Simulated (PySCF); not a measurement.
System: C$_{5}$H$_{9}$AlO.

```xyz
16

C     4.4166   -0.9537    1.4029
C     3.4152   -0.4087    0.9955
Al    1.8003    0.4853    0.3798
O     0.4738   -0.3322   -0.1425
C    -0.7540   -0.8734   -0.5274
C    -1.8509    0.1931   -0.5476
C    -2.0876    0.7845    0.8359
H     5.2909   -1.4289    1.7550
H     1.7032    2.0067    0.3424
H    -1.0261   -1.6707    0.1751
H    -0.6498   -1.3131   -1.5274
H    -1.5466    0.9850   -1.2351
H    -2.7679   -0.2630   -0.9250
H    -2.4155    0.0139    1.5306
H    -1.1633    1.2219    1.2150
H    -2.8459    1.5622    0.7964
```

Geometry: GFN2-xTB.

These are results of PBE0/pcSseg-1, SCF density, gas phase, non-relativistic in PySCF 2.14.0, not measurements.

**What will maps of the electron density and electron localisation function show?**

C–C (1.21 Å): the density is about 2.7 e/Å³ at the midpoint; the ELF peaks at about 0.85 between the atoms; a multiple bond.
C–O (1.40 Å): ρ is about 2.1 e/Å³ halfway, with its minimum of 1.7 e/Å³ about 0.5 Å from C; the ELF peaks at about 0.90 between the atoms; a shared but strongly polarised pair.
Al–O (1.64 Å): the density is about 0.88 e/Å³ at the midpoint; the ELF peaks at about 0.80 in the valence shell of O, 0.6 Å from its nucleus, and is about 0.30 at the midpoint.
C–Al (1.95 Å): ρ is about 0.68 e/Å³ halfway; the ELF peaks at about 0.95 between the atoms, as expected for a shared but strongly polarised pair.

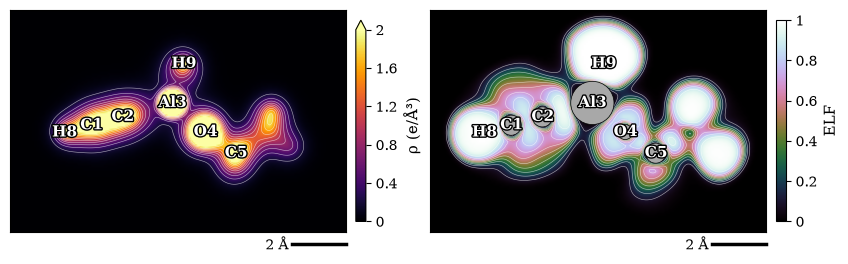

Computed electron density and electron localisation function on the plane of atoms O4, Al3 and H9, in this order. Grey discs cover the atomic cores in the ELF map. 
